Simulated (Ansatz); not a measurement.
## HfS2 under a change: O on a S site, symmetric start

Base system: a 24-atom supercell of HfS2 in the CdI2 type structure (space group P-3m1, No. 164; a = 3.548 Å, c = 5.577 Å; layered, stacked along the Cartesian z axis) at its relaxed geometry.

The change: a neutral O on a S site, symmetric start, atoms relaxed at fixed cell.

Computed with PBEsol-D3(BJ) (Ansatz, a first-principles code), scalar-relativistic without spin-orbit coupling, earlier PAW set. k-mesh 4×4×4 (Γ-centred); smearing 0.01 eV (Fermi–Dirac).

```tsv
quantity	base	changed	shift
pressure	0.0 GPa	-0.8 GPa	-0.8 GPa
gap of the supercell	0.45 eV	0.65 eV	+0.20 eV
total moment of the cell	–	0.0 μB	–
energy gained by relaxation	–	2.31 eV	–
largest displacement of a host atom from its site in the perfect cell	–	0.11 Å	–
```

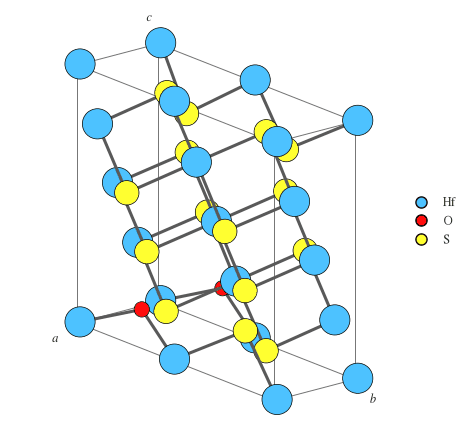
*The relaxed cell after the change*

Cost of the whole job for the changed cell (relaxation, final SCF and bands): about 40 core-minutes (a rough figure).

Other magnetic orders, which the real material may have, were not ruled out. In so small a cell the defect repeats every few ångströms: this is an ordered compound, not a dilute defect. The defect started on the symmetric site and kept its symmetry, so it may sit on a saddle. With Hf present, leaving out spin-orbit coupling can change the band edges. Starting moments died away, wholly or in part, for O on a S site; another magnetic solution may exist. The defect cell is spin-polarised and ends with 0.0 μB.
